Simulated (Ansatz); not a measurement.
# BGaH₃N: single points with varied inputs

Aim: run BGaH₃N under a spread of inputs, and see what each costs and gives.

Method: the settings change from run to run; program: Ansatz 0.2.0, Gaussian basis.

## (1) The geometry

The geometry comes from an earlier relaxation with PBE0-D4 in a triple-zeta def2 set; it is a stationary point.

SMILES `[BH]1[NH][GaH]1`, 6 atoms, charge 0, spin multiplicity 1.

Atoms are counted from 1 here; the program's logs count them from 0.

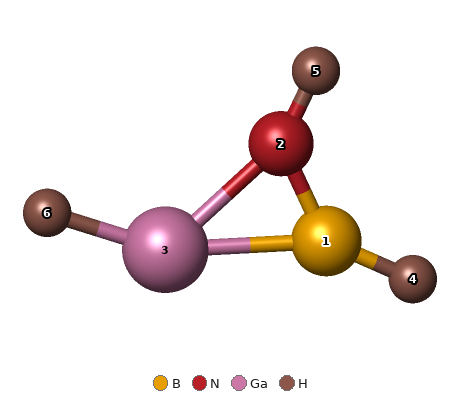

The geometry (boron amber, nitrogen red, gallium pink, hydrogen brown); atoms are numbered from 1 in the order of the file.

As a file:

```
B    -0.59633   -0.75947   -0.31519
N     0.29320    0.21507   -0.67252
Ga    0.08081    0.27862    1.26803
H    -1.25986   -1.61003   -0.82064
H     0.64365    0.47546   -1.58708
H     0.88063    1.33635    2.08128
```

## (2) BHLYP/def2-mTZVPP

Set apart from the defaults: multiplicity 3, D3(BJ) dispersion.

Input file in.yaml:

```yaml
crystal:
  periodic: [false, false, false]
  atoms:
    - {symbol: B, position_ang: [-0.596328, -0.759467, -0.315187]}
    - {symbol: N, position_ang: [0.293202, 0.215069, -0.672517]}
    - {symbol: Ga, position_ang: [0.080810, 0.278621, 1.268034]}
    - {symbol: H, position_ang: [-1.259863, -1.610033, -0.820635]}
    - {symbol: H, position_ang: [0.643649, 0.475463, -1.587076]}
    - {symbol: H, position_ang: [0.880629, 1.336347, 2.081281]}
basis:
  gaussian: {orbitals: def2-mTZVPP}
magnetization: {spin_polarized: true, initial_magnetization: 2}
hamiltonian: {xc: {name: BHLYP}, dispersion: d3bj}
output: {forces: true}
```

On the command line:

```console
$ ansatz run in.yaml --threads 2 --pin off --events-out ev --progress --plain --max-ram 4352MiB
```

The program printed:

```text
Functional definition: BHLYP
  name "BHLYP"
  cite "Becke, J. Chem. Phys. 98, 1372 (1993) doi:10.1063/1.464304"
  cite "Becke, Phys. Rev. A 38, 3098 (1988) doi:10.1103/PhysRevA.38.3098"
  cite "Lee, Yang & Parr, Phys. Rev. B 37, 785 (1988) doi:10.1103/PhysRevB.37.785"
  parameter a = 0.5
  exchange = (1 - a)*b88_x + a*exact_x
  correlation = lyp_c
864 factors; integrals over basis functions are off by at most 1.0e-3 eV
mean field evaluation 1: about -54579.4929 eV, gradient 4.3e1 eV
mean field evaluation 2: about -54553.4098 eV, gradient 7.8e1 eV
mean field evaluation 4: about -54587.8550 eV, gradient 4.0e0 eV
mean field evaluation 8: about -54588.0472 eV, gradient 5.5e-1 eV
mean field evaluation 16: about -54588.0581 eV, gradient 2.3e-3 eV
mean field evaluation 32: about -54588.0472 eV, gradient 1.1e0 eV
mean field -54588.05805428 eV, -2006.0741323802 hartree, gradient 1.8e-5 eV, S^2 2.015095; 2 other end points of the search recorded, 0 dependent functions left out
the calculation of the forces begins
reference -54588.05820639 eV, -2006.0741379701 hartree; 24, 22 occupied and 70, 72 virtual orbitals, 864 factors
Total energy: -54588.19385691 eV, -2006.0791230345 hartree
Atom 0 at    -0.596328    -0.759467    -0.315187 Å, force     1.179225     0.952670    -2.608488 eV/Å
Atom 1 at     0.293202     0.215069    -0.672517 Å, force    -1.913369    -2.376819    -0.988571 eV/Å
Atom 2 at     0.080810     0.278621     1.268034 Å, force     1.059722     1.505199     1.747312 eV/Å
Atom 3 at    -1.259863    -1.610033    -0.820635 Å, force    -0.017548     0.108351     0.805881 eV/Å
Atom 4 at     0.643649     0.475463    -1.587076 Å, force     0.141639     0.297443     0.836550 eV/Å
Atom 5 at     0.880629     1.336347     2.081281 Å, force    -0.449669    -0.486843     0.207317 eV/Å
Dipole moment:    -0.063250    -0.114335    -0.258659 e Å
```

Wall time 4 s (2 threads of Arm Neoverse V1, shared host).

Largest force 3.207 eV/Å, dipole 1.39 D, ⟨S²⟩ 2.015.

## (3) revPBE/pcseg-2

This run has atoms shaken by 0.15 Å, D3(BJ) with three-body dispersion.

Input file in.yaml:

```yaml
crystal:
  periodic: [false, false, false]
  atoms:
    - {symbol: B, position_ang: [-0.782342, -0.706257, -0.184681]}
    - {symbol: N, position_ang: [0.116723, 0.332839, -0.469442]}
    - {symbol: Ga, position_ang: [0.038300, 0.241509, 1.431960]}
    - {symbol: H, position_ang: [-1.374745, -1.824753, -0.526316]}
    - {symbol: H, position_ang: [0.427799, 0.468230, -1.481715]}
    - {symbol: H, position_ang: [0.999162, 1.487052, 2.111756]}
basis:
  gaussian: {orbitals: pcseg-2}
hamiltonian: {xc: {name: revPBE}, dispersion: d3bjatm}
output: {forces: true}
```

The command is unchanged.

The program printed (excerpt; [...] marks lines left out):

```text
Functional definition: revPBE
  name "revPBE"
  cite "Zhang & Yang, Phys. Rev. Lett. 80, 890 (1998) doi:10.1103/PhysRevLett.80.890"
  cite "Perdew, Burke & Ernzerhof, Phys. Rev. Lett. 77, 3865 (1996) doi:10.1103/PhysRevLett.77.3865"
[...]
864 factors; their error is unknown
[...]
mean field -54589.92999247 eV, -2006.1429248398 hartree, gradient 1.6e-5 eV, S^2 0.000000; 0 other end points of the search recorded, 0 dependent functions left out
[...]
reference -54589.93005474 eV, -2006.1429271282 hartree; 23, 23 occupied and 122, 122 virtual orbitals, 864 factors
Total energy: -54590.13715845 eV, -2006.1505380492 hartree
Atom 0 at    -0.782342    -0.706257    -0.184681 Å, force     0.054448    -1.301928     0.285978 eV/Å
Atom 1 at     0.116723     0.332839    -0.469442 Å, force    -0.579643    -1.085135    -3.211293 eV/Å
Atom 2 at     0.038300     0.241509     1.431960 Å, force     0.628459     1.245138     1.798310 eV/Å
Atom 3 at    -1.374745    -1.824753    -0.526316 Å, force     0.781027     1.934443     0.128150 eV/Å
Atom 4 at     0.427799     0.468230    -1.481715 Å, force    -0.172007     0.232578     1.383615 eV/Å
Atom 5 at     0.999162     1.487052     2.111756 Å, force    -0.712284    -1.025096    -0.384759 eV/Å
Dipole moment:     0.038485    -0.045776    -0.153479 e Å
```

It took 1.8 s on 2 threads of Arm Neoverse V1, shared host.

Largest force 3.439 eV/Å, dipole 0.79 D.

## (4) CCSD(T)/def2-SVPD

Options: a point charge of 1.00 e beside it, 2 DIIS vectors.

Input file in.yaml:

```yaml
crystal:
  periodic: [false, false, false]
  atoms:
    - {symbol: B, position_ang: [-0.596328, -0.759467, -0.315187]}
    - {symbol: N, position_ang: [0.293202, 0.215069, -0.672517]}
    - {symbol: Ga, position_ang: [0.080810, 0.278621, 1.268034]}
    - {symbol: H, position_ang: [-1.259863, -1.610033, -0.820635]}
    - {symbol: H, position_ang: [0.643649, 0.475463, -1.587076]}
    - {symbol: H, position_ang: [0.880629, 1.336347, 2.081281]}
basis:
  gaussian: {orbitals: def2-SVPD, point_charges: [{charge: 1.00, position_ang: [4.530, 0.933, 0.247]}]}
hamiltonian: {xc: {name: HF}}
correlation: {method: ccsd_t, diis_vectors: 2}
```

Launched as before.

The program printed (excerpt; [...] marks lines left out):

```text
Functional definition: HF
  name "HF"
  cite "Fock, Z. Phys. 61, 126 (1930) doi:10.1007/BF01340294"
  parent pbe
[...]
992 factors; integrals over basis functions are off by at most 1.1e-3 eV
[...]
mean field -54526.26391191 eV, -2003.8032395337 hartree, gradient 1.3e-6 eV, S^2 0.000000; 0 other end points of the search recorded, 0 dependent functions left out
11 core orbitals not correlated: weight in the atoms' cores, before any rotation towards them, 1.000 or more for the frozen orbitals, at most 0.000 for the correlated occupied ones
reference -54526.26391191 eV, -2003.8032395337 hartree; 12, 12 occupied and 79, 79 virtual orbitals, 992 factors
second order -13.09559160 eV of doubles, -0.00000000 eV of singles
cycle   1  -12.82678402 eV  change    2.7e-1 eV  update   1.1e-1
[...]
cycle  11  -13.41092943 eV  change    1.2e-5 eV  update   2.0e-5
perturbative correction -0.55451202 eV, -0.0203779408 hartree
Total energy: -54540.22935336 eV, -2004.3164600409 hartree
```

It took 6 s on 2 threads of Arm Neoverse V1, shared host; peak memory 0.38 GiB.

T1 0.015.

## (5) rPW86-PBE/aug-cc-pVDZ

This run has charge -1, multiplicity 2, restricted open-shell orbitals, a point charge of -1.00 e beside it, D3(BJ) dispersion, high accuracy.

Edit in.yaml of step 4 so:

```diff
@@ -10,4 +10,7 @@
 basis:
-  gaussian: {orbitals: def2-SVPD, point_charges: [{charge: 1.00, position_ang: [4.530, 0.933, 0.247]}]}
-hamiltonian: {xc: {name: HF}}
-correlation: {method: ccsd_t, diis_vectors: 2}
+  gaussian: {orbitals: aug-cc-pVDZ, point_charges: [{charge: -1.00, position_ang: [4.672, 0.155, 0.247]}]}
+total_charge: -1
+magnetization: {spin_polarized: false, initial_magnetization: 1}
+hamiltonian: {xc: {name: rPW86-PBE}, dispersion: d3bj}
+accuracy: high
+output: {forces: true}
```

Launched as before.

The program printed (excerpt; [...] marks lines left out):

```text
Functional definition: rPW86-PBE
  name "rPW86-PBE"
  cite "Murray, Lee & Langreth, J. Chem. Theory Comput. 5, 2754 (2009) doi:10.1021/ct900365q"
  cite "Perdew, Burke & Ernzerhof, Phys. Rev. Lett. 77, 3865 (1996) doi:10.1103/PhysRevLett.77.3865"
  parent pbe
[...]
2121 factors; integrals over basis functions are off by at most 4.4e-9 eV
[...]
mean field -54616.57967537 eV, -2007.1222826224 hartree, gradient 9.0e-8 eV, S^2 0.750000; 10 other end points of the search recorded, 0 dependent functions left out
[...]
reference -54616.57968146 eV, -2007.1222828463 hartree; 24, 23 occupied and 85, 86 virtual orbitals, 2121 factors
Total energy: -54616.66444375 eV, -2007.1253978031 hartree
Atom 0 at    -0.596328    -0.759467    -0.315187 Å, force    -0.441080    -0.170760     0.123639 eV/Å
Atom 1 at     0.293202     0.215069    -0.672517 Å, force    -0.008501     0.129806    -0.609700 eV/Å
Atom 2 at     0.080810     0.278621     1.268034 Å, force     0.075471     0.057153     0.879261 eV/Å
Atom 3 at    -1.259863    -1.610033    -0.820635 Å, force    -0.068123    -0.267933    -0.147698 eV/Å
Atom 4 at     0.643649     0.475463    -1.587076 Å, force     0.261005     0.153964    -0.381116 eV/Å
Atom 5 at     0.880629     1.336347     2.081281 Å, force     0.000291     0.111186     0.122783 eV/Å
Dipole moment:     2.135017    -0.064200     1.024597 e Å
```

It took 2 min on 2 threads of Arm Neoverse V1, shared host; peak memory 0.7 GiB.

Largest force 0.884 eV/Å.

## (6) wB97/ANO-RCC-VTZP

Options: charge +1, multiplicity 2, the search for lower states set to off.

Edit in.yaml of step 5 so:

```diff
@@ -10,7 +10,7 @@
 basis:
-  gaussian: {orbitals: aug-cc-pVDZ, point_charges: [{charge: -1.00, position_ang: [4.672, 0.155, 0.247]}]}
-total_charge: -1
-magnetization: {spin_polarized: false, initial_magnetization: 1}
-hamiltonian: {xc: {name: rPW86-PBE}, dispersion: d3bj}
-accuracy: high
+  gaussian: {orbitals: ANO-RCC-VTZP}
+total_charge: 1
+magnetization: {spin_polarized: true, initial_magnetization: 1}
+hamiltonian: {xc: {name: wB97}}
+scf: {lower_state_search: off}
 output: {forces: true}
```

The command is unchanged.

The program printed (excerpt; [...] marks lines left out):

```text
Functional definition: wB97
  name "wB97"
  cite "Chai & Head-Gordon, J. Chem. Phys. 128, 084106 (2008) doi:10.1063/1.2834918"
  cite "Becke, J. Chem. Phys. 107, 8554 (1997) doi:10.1063/1.475007"
[...]
  # The coefficients of nought are those of the uniform gas.
[...]
      + integral(e_c_pw_opposite_spin*poly(b97_u_opposite, 1, cos1, cos2, cos3, cos4))
[...]
1118 factors; their error is unknown
348 factors; integrals over basis functions are off by at most 5.9e-5 eV
[...]
mean field -55108.44382651 eV, -2025.1979567796 hartree, gradient 5.0e-6 eV, S^2 0.754591; 0 other end points of the search recorded, 0 dependent functions left out
[...]
reference -55108.44381439 eV, -2025.1979563338 hartree; 23, 22 occupied and 122, 123 virtual orbitals, 1118 factors
Total energy: -55108.44381439 eV, -2025.1979563338 hartree
Relativity: scalar
Atom 0 at    -0.596328    -0.759467    -0.315187 Å, force     1.150815     0.836534    -3.113089 eV/Å
Atom 1 at     0.293202     0.215069    -0.672517 Å, force    -2.431680    -2.589063     1.445416 eV/Å
Atom 2 at     0.080810     0.278621     1.268034 Å, force     1.690090     2.060265     0.623893 eV/Å
Atom 3 at    -1.259863    -1.610033    -0.820635 Å, force    -0.234248    -0.152066     0.746263 eV/Å
Atom 4 at     0.643649     0.475463    -1.587076 Å, force     0.446288     0.548531     0.193361 eV/Å
Atom 5 at     0.880629     1.336347     2.081281 Å, force    -0.621264    -0.704202     0.104157 eV/Å
Dipole moment:    -0.090549    -0.128136    -0.144644 e Å
Checks for a lower state left out: stability, starts, cluster_reference, orbital_swaps, neighbouring_geometries, increment
```

It took 15 s on 2 threads of Arm Neoverse V1, shared host.

Largest force 3.835 eV/Å, ⟨S²⟩ 0.755.

## (7) B3LYP5/def2-TZVPP

Options: density fitting with cc-pVTZ-jkfit, high accuracy, the search for lower states set to full.

Edit in.yaml of step 6 so:

```diff
@@ -10,7 +10,5 @@
 basis:
-  gaussian: {orbitals: ANO-RCC-VTZP}
-total_charge: 1
-magnetization: {spin_polarized: true, initial_magnetization: 1}
-hamiltonian: {xc: {name: wB97}}
-scf: {lower_state_search: off}
-output: {forces: true}
+  gaussian: {orbitals: def2-TZVPP, fitting: {mean_field: cc-pVTZ-jkfit}}
+hamiltonian: {xc: {name: B3LYP5}}
+accuracy: high
+scf: {lower_state_search: full}
```

Launched as before.

The program printed (excerpt; [...] marks lines left out):

```text
Functional definition: B3LYP5
  name "B3LYP5"
  cite "Stephens, Devlin, Chabalowski & Frisch, J. Phys. Chem. 98, 11623 (1994) doi:10.1021/j100096a001"
  cite "Becke, Phys. Rev. A 38, 3098 (1988) doi:10.1103/PhysRevA.38.3098"
  cite "Lee, Yang & Parr, Phys. Rev. B 37, 785 (1988) doi:10.1103/PhysRevB.37.785"
  cite "Vosko, Wilk & Nusair, Can. J. Phys. 58, 1200 (1980) doi:10.1139/p80-159"
[...]
455 factors; integrals over basis functions are off by at most 7.0e-1 eV
[...]
mean field -54590.29173498 eV, -2006.1562186319 hartree, gradient 7.6e-8 eV, S^2 0.000000; 0 other end points of the search recorded, 0 dependent functions left out
reference -54590.29177134 eV, -2006.1562199678 hartree; 23, 23 occupied and 129, 129 virtual orbitals, 455 factors
Total energy: -54590.29177134 eV, -2006.1562199678 hartree
```

Wall time 3.7 s (2 threads of Arm Neoverse V1, shared host).

## (8) BHLYP/cc-pVTZ-DK

Options: atoms shaken by 0.15 Å, D3(BJ) with three-body dispersion, relativity set to none, the search for lower states set to full.

Input file in.yaml:

```yaml
crystal:
  periodic: [false, false, false]
  atoms:
    - {symbol: B, position_ang: [-0.565429, -0.675449, -0.481229]}
    - {symbol: N, position_ang: [0.313345, 0.129726, -0.688511]}
    - {symbol: Ga, position_ang: [0.133366, 0.198999, 1.073735]}
    - {symbol: H, position_ang: [-1.218190, -1.359590, -0.741276]}
    - {symbol: H, position_ang: [0.845208, 0.445460, -1.401905]}
    - {symbol: H, position_ang: [0.813061, 1.131041, 1.916670]}
basis:
  gaussian: {orbitals: cc-pVTZ-DK}
hamiltonian: {xc: {name: BHLYP}, dispersion: d3bjatm, pseudopotentials: {relativity: none}}
scf: {lower_state_search: full}
output: {forces: true}
```

Same command.

The program printed (excerpt; [...] marks lines left out):

```text
Functional definition: BHLYP
  name "BHLYP"
  cite "Becke, J. Chem. Phys. 98, 1372 (1993) doi:10.1063/1.464304"
  cite "Becke, Phys. Rev. A 38, 3098 (1988) doi:10.1103/PhysRevA.38.3098"
  cite "Lee, Yang & Parr, Phys. Rev. B 37, 785 (1988) doi:10.1103/PhysRevB.37.785"
[...]
1071 factors; their error is unknown
[...]
mean field -54292.23360279 eV, -1995.2027843048 hartree, gradient 6.0e-5 eV, S^2 0.000000; 0 other end points of the search recorded, 0 dependent functions left out
[...]
reference -54292.23375892 eV, -1995.2027900424 hartree; 23, 23 occupied and 122, 122 virtual orbitals, 1071 factors
WARN: the results are in doubt because the basis set is contracted for relativity, which is off
Total energy: -54292.37510471 eV, -1995.2079844046 hartree
Atom 0 at    -0.565429    -0.675449    -0.481229 Å, force    -3.098775    -2.186012     5.092692 eV/Å
Atom 1 at     0.313345     0.129726    -0.688511 Å, force     6.735477     5.788366    -2.981914 eV/Å
Atom 2 at     0.133366     0.198999     1.073735 Å, force    -0.083009     1.241648     3.949777 eV/Å
Atom 3 at    -1.218190    -1.359590    -0.741276 Å, force    -5.159039    -5.618077    -3.375502 eV/Å
Atom 4 at     0.845208     0.445460    -1.401905 Å, force     1.540667     1.098148    -2.759729 eV/Å
Atom 5 at     0.813061     1.131041     1.916670 Å, force     0.064679    -0.324073     0.074675 eV/Å
Dipole moment:     0.257958     0.140757    -0.282616 e Å
In doubt: the basis set is contracted for relativity, which is off
```

Wall time 2.8 s (2 threads of Arm Neoverse V1, shared host).

Largest force 9.368 eV/Å, dipole 1.96 D. The log holds a warning on this run.

## (9) revPBE/def2-TZVP

Options: unrestricted orbitals, atoms shaken by 0.15 Å, a grid of angular degree 47.

Input file in.yaml:

```yaml
crystal:
  periodic: [false, false, false]
  atoms:
    - {symbol: B, position_ang: [-0.486877, -0.412862, -0.454272]}
    - {symbol: N, position_ang: [0.567889, 0.294210, -0.927633]}
    - {symbol: Ga, position_ang: [0.414789, 0.143753, 1.230479]}
    - {symbol: H, position_ang: [-1.156698, -1.702720, -0.878662]}
    - {symbol: H, position_ang: [0.627138, 0.624692, -1.549386]}
    - {symbol: H, position_ang: [1.020817, 1.419476, 2.084569]}
basis:
  gaussian: {orbitals: def2-TZVP, final_grid: {core_spheres: 20, valence_spheres: 16, degree: 47}}
magnetization: {spin_polarized: true, initial_magnetization: 0}
hamiltonian: {xc: {name: revPBE}}
```

Launched as before.

The program printed:

```text
Functional definition: revPBE
  name "revPBE"
  cite "Zhang & Yang, Phys. Rev. Lett. 80, 890 (1998) doi:10.1103/PhysRevLett.80.890"
  cite "Perdew, Burke & Ernzerhof, Phys. Rev. Lett. 77, 3865 (1996) doi:10.1103/PhysRevLett.77.3865"
  parameter kappa = 1.245
  parameter beta = 0.06672455060314922
  exchange = pbe_x(kappa = kappa, mu = beta*pi^2/3)
  correlation = pbe_c(beta = beta)
824 factors; their error is unknown
mean field evaluation 1: about -54563.6163 eV, gradient 7.0e1 eV
mean field evaluation 2: about -54393.2507 eV, gradient 1.4e2 eV
mean field evaluation 4: about -54578.7472 eV, gradient 2.6e1 eV
mean field evaluation 8: about -54583.4614 eV, gradient 3.0e-1 eV
mean field evaluation 16: about -54583.4421 eV, gradient 5.6e-4 eV
mean field -54583.44206745 eV, -2005.9044979929 hartree, gradient 5.0e-5 eV, S^2 0.000000; 0 other end points of the search recorded, 0 dependent functions left out
reference -54583.44211562 eV, -2005.9044997630 hartree; 23, 23 occupied and 105, 105 virtual orbitals, 824 factors
Total energy: -54583.44211562 eV, -2005.9044997630 hartree
```

Wall time 4.1 s (2 threads of Arm Neoverse V1, shared host).

⟨S²⟩ 0.000.

## (10) BCCD(T)/def2-SVPD

Set apart from the defaults: coordinates scaled by 1.05.

Input file in.yaml:

```yaml
crystal:
  periodic: [false, false, false]
  atoms:
    - {symbol: B, position_ang: [-0.626144, -0.797440, -0.330947]}
    - {symbol: N, position_ang: [0.307862, 0.225822, -0.706143]}
    - {symbol: Ga, position_ang: [0.084850, 0.292552, 1.331435]}
    - {symbol: H, position_ang: [-1.322856, -1.690535, -0.861666]}
    - {symbol: H, position_ang: [0.675831, 0.499236, -1.666430]}
    - {symbol: H, position_ang: [0.924661, 1.403165, 2.185346]}
basis:
  gaussian: {orbitals: def2-SVPD}
hamiltonian: {xc: {name: HF}}
correlation: {method: bccd_t}
```

Same command.

The program printed (excerpt; [...] marks lines left out):

```text
Functional definition: HF
  name "HF"
  cite "Fock, Z. Phys. 61, 126 (1930) doi:10.1007/BF01340294"
  parent pbe
[...]
991 factors; integrals over basis functions are off by at most 1.2e-3 eV
[...]
mean field -54525.81792926 eV, -2003.7868499735 hartree, gradient 1.6e-6 eV, S^2 0.000000; 0 other end points of the search recorded, 0 dependent functions left out
11 core orbitals not correlated: weight in the atoms' cores, before any rotation towards them, 1.000 or more for the frozen orbitals, at most 0.000 for the correlated occupied ones
reference -54525.81792926 eV, -2003.7868499735 hartree; 12, 12 occupied and 79, 79 virtual orbitals, 991 factors
second order -13.22434566 eV of doubles, -0.00000000 eV of singles
cycle   1  -12.86438944 eV  change    3.6e-1 eV  update   1.2e-1
[...]
cycle  10  -13.48437124 eV  change   -1.7e-5 eV  update   2.5e-5
perturbative correction -0.67329255 eV, -0.0247430449 hartree
Total energy: -54539.97559305 eV, -2004.3071345215 hartree
```

It took 7 s on 2 threads of Arm Neoverse V1, shared host; peak memory 0.52 GiB.

## (11) All runs side by side

| level | charge | multiplicity | geometry | functions | energy (eV) | time |
| --- | --- | --- | --- | --- | --- | --- |
| BHLYP/def2-mTZVPP | 0 | 3 | relaxed | 94 | -54588.194 | 4 s |
| revPBE/pcseg-2 | 0 | 1 | shaken | 145 | -54590.137 | 1.8 s |
| CCSD(T)/def2-SVPD | 0 | 1 | relaxed, point charge | 102 | -54540.229 | 6 s |
| rPW86-PBE/aug-cc-pVDZ | -1 | 2 | relaxed, point charge | 109 | -54616.664 | 2 min |
| wB97/ANO-RCC-VTZP | 1 | 2 | relaxed | 145 | -55108.444 | 15 s |
| B3LYP5/def2-TZVPP | 0 | 1 | relaxed | 152 | -54590.292 | 3.7 s |
| BHLYP/cc-pVTZ-DK | 0 | 1 | shaken | 145 | -54292.375 | 2.8 s |
| revPBE/def2-TZVP | 0 | 1 | shaken | 128 | -54583.442 | 4.1 s |
| BCCD(T)/def2-SVPD | 0 | 1 | scaled | 102 | -54539.976 | 7 s |

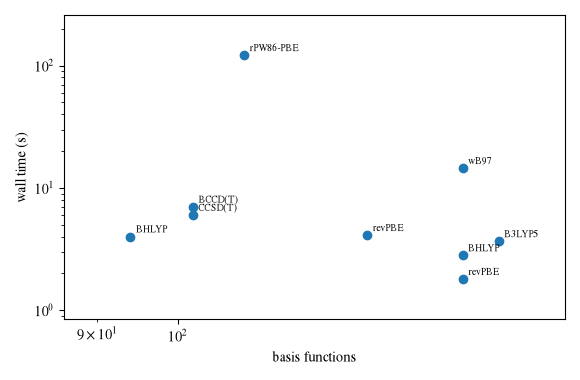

Wall time against the number of basis functions (shared host).

## (12) What came out

| quantity | value |
| --- | --- |
| runs | 9 |
| quickest | revPBE/pcseg-2, 1.8 s |
| slowest | rPW86-PBE/aug-cc-pVDZ, 2 min |

What this shows: The runs differ in state or geometry as well as level, so their energies can't be set against each other. rPW86-PBE/aug-cc-pVDZ took 68 times as long as revPBE/pcseg-2. The jobs differ in tasks and options as well as level.
